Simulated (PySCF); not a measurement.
## C$_{7}$H$_{10}$NPSi: geometry relaxation

The run: geometry relaxation of C$_{7}$H$_{10}$NPSi, SMILES [SiH3]c1cncpc1C1CC1. Method and program: PBE0-D3(BJ)/def2-SVP geometry optimisation, gas phase (PySCF 2.14.0).

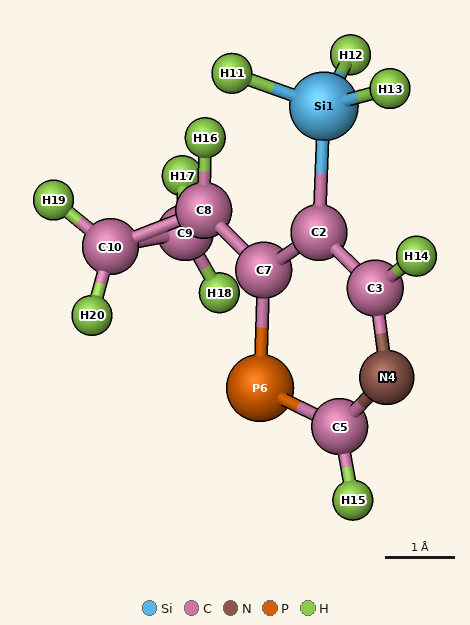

The input geometry (ball-and-stick view, seen at a tilt; atoms are numbered from 1 in the order of the input). Bond lengths as drawn: C–C 1.38 to 1.53 Å, C–H 1.07 to 1.09 Å, C–N 1.31 to 1.35 Å, C–P 1.74 to 1.76 Å, C–Si 1.88 Å and H–Si 1.42 to 1.49 Å.

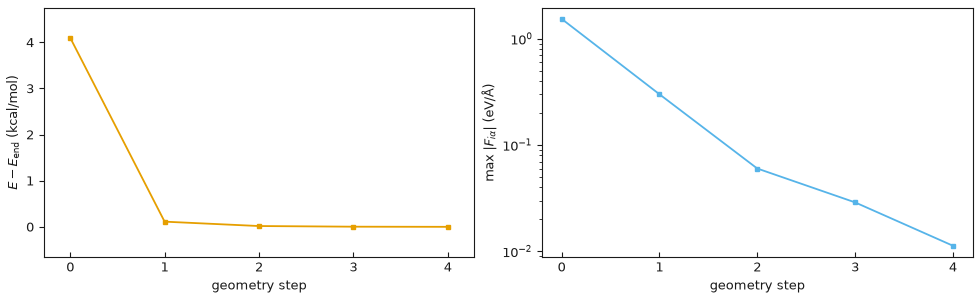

Progress of the relaxation, step by step (steps are counted from 0).

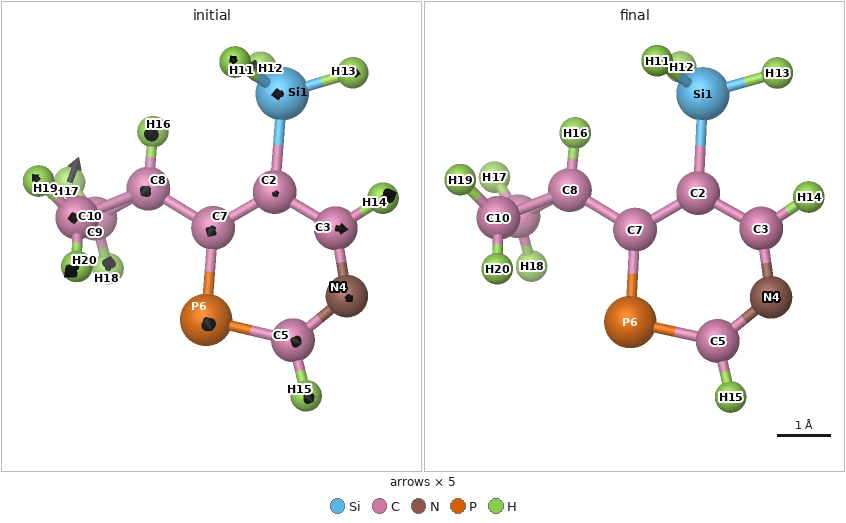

Before (left) and after (right) the relaxation, at one scale (ball-and-stick view, seen at a tilt). The black arrows give the displacements, magnified 5 times. After 4 geometry steps the energy has fallen by 4.10 kcal/mol. Largest force component: 1.5 eV/Å at the start, 0.011 eV/Å at the end. H17 moves most after the best rigid fit: 0.11 Å. Largest moves by element: H 0.11 Å, P 0.09 Å, C 0.06 Å, Si 0.05 Å, N 0.03 Å. Among the contacts that change: Si1–H13 1.419 → 1.492 Å, C2–C3 1.384 → 1.407 Å, N4–C5 1.346 → 1.324 Å, C10–H19 1.072 → 1.093 Å. Among the angles that change: N4–C3–H14 111.6° → 114.4°, C2–C3–N4 130.1° → 127.5°, C2–Si1–H13 110.3° → 107.8°. (Atoms are counted from 1 in the order of the input.)

The input and output of the run follow.

Input file:
```
{"job": {"xc": "PBE0", "basis": "def2-SVP", "d3": "d3bj", "grid": 1, "shake": 0.01, "kind": "geom"}, "charge": 0, "multiplicity": 1}
Si     1.592880     1.986470     0.062770
C      1.232080     0.143610    -0.002940
C      2.336300    -0.690300    -0.046330
N      2.404250    -2.001200    -0.098880
C      1.256480    -2.703080    -0.139710
P     -0.382250    -2.108170    -0.095140
C     -0.040170    -0.386460    -0.010700
C     -1.210520     0.510510     0.042100
C     -2.477960     0.153530    -0.697950
C     -2.475420     0.055140     0.777740
H      1.035530     2.567050     1.315360
H      0.953400     2.666760    -1.088200
H      2.991870     2.217230    -0.003630
H      3.326700    -0.237750    -0.010020
H      1.389900    -3.784370    -0.183680
H     -0.987130     1.573340     0.118640
H     -3.024150     0.957280    -1.194930
H     -2.469310    -0.768540    -1.275740
H     -3.023320     0.784040     1.340440
H     -2.480190    -0.919680     1.220860
```

The first line tells a small driver script what to run in PySCF; the rest is the geometry in Å.

Command:
```bash
OMP_NUM_THREADS=1 python <driver script> task.json out
```

The program's output:
```
step   0  E = -957.24962698  max force = 0.029943
step   1  E = -957.25597999  max force = 0.005848
step   2  E = -957.25613115  max force = 0.001171
step   3  E = -957.25615394  max force = 0.000562
step   4  E = -957.25615872  max force = 0.000221
optimisation converged
```

Trajectory as extended XYZ (Å, eV, eV/Å), 5 frames, from step=0 to step=4:
```
20
Properties=species:S:1:pos:R:3:forces:R:3 step=0 energy=-26048.08912
Si    1.5929    1.9865    0.0628   -1.5397  -0.1239   0.1063
C     1.2321    0.1436   -0.0029    0.2982   0.4751  -0.0101
C     2.3363   -0.6903   -0.0463    1.3489  -0.0244   0.1223
N     2.4043   -2.0012   -0.0989   -1.1374  -1.1518  -0.1301
C     1.2565   -2.7031   -0.1397    0.5065   0.6667   0.1270
P    -0.3822   -2.1082   -0.0951    0.4260  -0.4163  -0.0438
C    -0.0402   -0.3865   -0.0107   -1.1313  -0.1327  -0.0621
C    -1.2105    0.5105    0.0421   -0.6417  -0.3051   0.3577
C    -2.4780    0.1535   -0.6979   -0.0915   0.1696  -0.2105
C    -2.4754    0.0551    0.7777    0.4046   0.5072  -0.8167
H     1.0355    2.5671    1.3154   -0.0115   0.1119   0.1027
H     0.9534    2.6668   -1.0882   -0.1283   0.1650  -0.1768
H     2.9919    2.2172   -0.0036    1.5269   0.1467  -0.0133
H     3.3267   -0.2377   -0.0100    0.2589   0.3224  -0.0389
H     1.3899   -3.7844   -0.1837   -0.0165  -0.3061  -0.0411
H    -0.9871    1.5733    0.1186    0.0049   0.1690  -0.0019
H    -3.0242    0.9573   -1.1949   -0.0346   0.1391   0.0835
H    -2.4693   -0.7685   -1.2757    0.0924  -0.2434  -0.0874
H    -3.0233    0.7840    1.3404   -0.3100   0.6568   0.4112
H    -2.4802   -0.9197    1.2209    0.1754  -0.8260   0.3223
20
Properties=species:S:1:pos:R:3:forces:R:3 step=1 energy=-26048.26199
Si    1.3147    1.5358   -0.5173    0.3007   0.1071  -0.0214
C     1.0407   -0.3322   -0.5825   -0.1205  -0.0313   0.0288
C     2.1917   -1.1413   -0.6386   -0.1806  -0.0265  -0.0705
N     2.2396   -2.4678   -0.7003    0.0239   0.0832   0.0834
C     1.1192   -3.1722   -0.6933   -0.0051  -0.0913  -0.0703
P    -0.5327   -2.6230   -0.6382    0.0182  -0.0095   0.0212
C    -0.2564   -0.8839   -0.5804    0.1401  -0.0256   0.0328
C    -1.4368    0.0114   -0.5353   -0.0287   0.0577  -0.0199
C    -2.6610   -0.2888   -1.3742   -0.0371  -0.0061  -0.0637
C    -2.7409   -0.4176    0.1008    0.0114  -0.0795   0.1661
H     0.7904    2.1432    0.7436   -0.0318  -0.0317   0.0185
H     0.6654    2.2394   -1.6651   -0.0122  -0.0265  -0.0136
H     2.7978    1.7750   -0.5808   -0.1764  -0.0273   0.0059
H     3.1680   -0.6451   -0.6451    0.0737   0.0087   0.0075
H     1.2559   -4.2646   -0.7399   -0.0195   0.0552   0.0102
H    -1.2021    1.0759   -0.4302   -0.0065  -0.0271   0.0027
H    -3.1563    0.5542   -1.8626    0.0011   0.0086  -0.0021
H    -2.6269   -1.2069   -1.9687    0.0038  -0.0020  -0.0097
H    -3.2918    0.3378    0.6711    0.0531  -0.0438  -0.0401
H    -2.7656   -1.4257    0.5357   -0.0075   0.1076  -0.0659
20
Properties=species:S:1:pos:R:3:forces:R:3 step=2 energy=-26048.26610
Si    1.3268    1.5390   -0.5243    0.0602   0.0420  -0.0035
C     1.0366   -0.3284   -0.5847   -0.0594   0.0051  -0.0048
C     2.1846   -1.1384   -0.6354    0.0336  -0.0150  -0.0009
N     2.2382   -2.4642   -0.6861    0.0009   0.0020   0.0014
C     1.1206   -3.1739   -0.6933   -0.0203   0.0246   0.0063
P    -0.5305   -2.6230   -0.6419   -0.0131  -0.0120  -0.0082
C    -0.2569   -0.8828   -0.5846    0.0362  -0.0289   0.0067
C    -1.4398    0.0099   -0.5392   -0.0242   0.0326  -0.0063
C    -2.6700   -0.2828   -1.3736    0.0108  -0.0286  -0.0254
C    -2.7379   -0.4255    0.1022    0.0084   0.0033   0.0466
H     0.7889    2.1430    0.7335   -0.0136  -0.0124   0.0000
H     0.6842    2.2355   -1.6804   -0.0063  -0.0096  -0.0036
H     2.8026    1.7713   -0.5775   -0.0343  -0.0105   0.0020
H     3.1638   -0.6435   -0.6349    0.0104  -0.0053   0.0002
H     1.2577   -4.2648   -0.7338    0.0021   0.0049  -0.0022
H    -1.2059    1.0730   -0.4266    0.0042   0.0001   0.0048
H    -3.1673    0.5655   -1.8510    0.0048   0.0027   0.0053
H    -2.6400   -1.1953   -1.9774    0.0014   0.0011   0.0005
H    -3.2819    0.3242    0.6824    0.0038   0.0016  -0.0015
H    -2.7609   -1.4349    0.5254   -0.0057   0.0024  -0.0171
20
Properties=species:S:1:pos:R:3:forces:R:3 step=3 energy=-26048.26673
Si    1.3255    1.5395   -0.5276   -0.0159   0.0002   0.0026
C     1.0373   -0.3290   -0.5858    0.0084   0.0006  -0.0055
C     2.1859   -1.1396   -0.6333   -0.0016  -0.0131   0.0031
N     2.2348   -2.4655   -0.6822    0.0050   0.0025  -0.0066
C     1.1150   -3.1719   -0.6942    0.0013  -0.0183   0.0042
P    -0.5360   -2.6225   -0.6469    0.0289   0.0088  -0.0046
C    -0.2551   -0.8841   -0.5860   -0.0131   0.0209   0.0161
C    -1.4363    0.0113   -0.5379   -0.0191   0.0028  -0.0140
C    -2.6662   -0.2819   -1.3721   -0.0006   0.0069  -0.0002
C    -2.7333   -0.4239    0.1048    0.0057   0.0123  -0.0015
H     0.7749    2.1390    0.7270   -0.0017   0.0009  -0.0040
H     0.6840    2.2286   -1.6888    0.0007  -0.0011  -0.0001
H     2.7979    1.7752   -0.5732    0.0169  -0.0001   0.0010
H     3.1673   -0.6480   -0.6304   -0.0106  -0.0037   0.0002
H     1.2511   -4.2625   -0.7363    0.0058  -0.0113  -0.0005
H    -1.2010    1.0739   -0.4240   -0.0011  -0.0012   0.0000
H    -3.1626    0.5671   -1.8491   -0.0019   0.0003   0.0020
H    -2.6363   -1.1943   -1.9760    0.0004   0.0014   0.0033
H    -3.2757    0.3260    0.6858   -0.0085   0.0071   0.0003
H    -2.7584   -1.4337    0.5251    0.0008  -0.0159   0.0040
20
Properties=species:S:1:pos:R:3:forces:R:3 step=4 energy=-26048.26686
Si    1.3267    1.5392   -0.5285   -0.0084  -0.0040   0.0021
C     1.0375   -0.3292   -0.5857    0.0040  -0.0063  -0.0005
C     2.1854   -1.1413   -0.6322    0.0113   0.0040  -0.0031
N     2.2360   -2.4670   -0.6817    0.0010   0.0042   0.0001
C     1.1168   -3.1742   -0.6942   -0.0087   0.0013  -0.0013
P    -0.5335   -2.6223   -0.6480   -0.0036  -0.0020  -0.0004
C    -0.2556   -0.8830   -0.5859   -0.0008   0.0035   0.0086
C    -1.4374    0.0125   -0.5381   -0.0034  -0.0074  -0.0093
C    -2.6678   -0.2804   -1.3716    0.0014   0.0037   0.0004
C    -2.7342   -0.4223    0.1054    0.0022   0.0026   0.0017
H     0.7729    2.1399    0.7239   -0.0005   0.0021  -0.0025
H     0.6878    2.2270   -1.6919    0.0013  -0.0006  -0.0004
H     2.7998    1.7735   -0.5711    0.0097   0.0010   0.0012
H     3.1666   -0.6497   -0.6289   -0.0038   0.0026   0.0009
H     1.2531   -4.2649   -0.7371   -0.0010  -0.0013   0.0010
H    -1.2020    1.0750   -0.4241    0.0015  -0.0011  -0.0005
H    -3.1644    0.5687   -1.8480   -0.0007   0.0005   0.0003
H    -2.6384   -1.1928   -1.9753   -0.0007  -0.0003   0.0016
H    -3.2768    0.3277    0.6863   -0.0026   0.0017  -0.0011
H    -2.7596   -1.4326    0.5254    0.0016  -0.0044   0.0013
```

Results in brief:

- outcome: converged
- total energy: −957.256159 hartree
- dipole moment: 2.35 D
- point group: C1
- hardware: 1 CPU thread, shared host
- wall time: 2 min
- peak memory: 0.9 GiB
